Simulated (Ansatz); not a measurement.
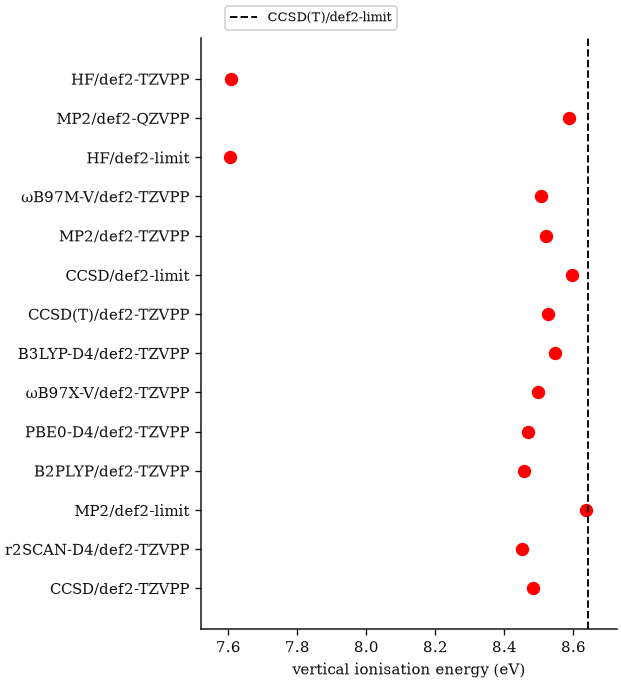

Vertical ionisation energy of C₂H₃Ga, SMILES [CH]1=[CH][GaH]1, singlet, taken as the energy of the cation less that of the neutral at fixed geometry (unrestricted doublet cation, cores frozen in correlated methods, no spin-orbit coupling), the Ansatz code 0.2.0, at a PBE0-D4/def2-TZVP geometry (a minimum by its frequencies). Limit means an estimate of the basis limit from triple and quadruple zeta; for coupled cluster it is either extrapolated directly or built as the MP2 limit plus the step from MP2 in triple zeta. B2PLYP/def2-TZVPP holds a correlation term that converges slowly with the basis, so part of the distance to the limit is basis error. The distance of MP2/def2-QZVPP, MP2/def2-TZVPP, CCSD(T)/def2-TZVPP and CCSD/def2-TZVPP to the limit includes basis error.

Which level comes closest to the line (CCSD(T)/def2-limit), and which misses most?

Answer. Closest MP2/def2-limit (8.64 eV), against 8.64 eV; farthest HF/def2-limit (7.60 eV).

Give the values.

Answer.
| level | eV | less CCSD(T)/def2-limit |
| --- | --- | --- |
| HF/def2-TZVPP | 7.61 | −1.04 |
| MP2/def2-QZVPP | 8.59 | −0.06 |
| HF/def2-limit | 7.60 | −1.04 |
| ωB97M-V/def2-TZVPP | 8.51 | −0.14 |
| MP2/def2-TZVPP | 8.52 | −0.12 |
| CCSD/def2-limit | 8.60 | −0.05 |
| CCSD(T)/def2-TZVPP | 8.53 | −0.12 |
| B3LYP-D4/def2-TZVPP | 8.55 | −0.10 |
| ωB97X-V/def2-TZVPP | 8.50 | −0.14 |
| PBE0-D4/def2-TZVPP | 8.47 | −0.17 |
| B2PLYP/def2-TZVPP | 8.46 | −0.19 |
| MP2/def2-limit | 8.64 | −0.01 |
| r2SCAN-D4/def2-TZVPP | 8.45 | −0.19 |
| CCSD/def2-TZVPP | 8.48 | −0.16 |
| CCSD(T)/def2-limit | 8.64 | 0.00 |

Caveats, for all or some of the runs: no scalar relativity up to krypton; outer-core shells are correlated without core-valence functions, which makes the correlated values less sure.
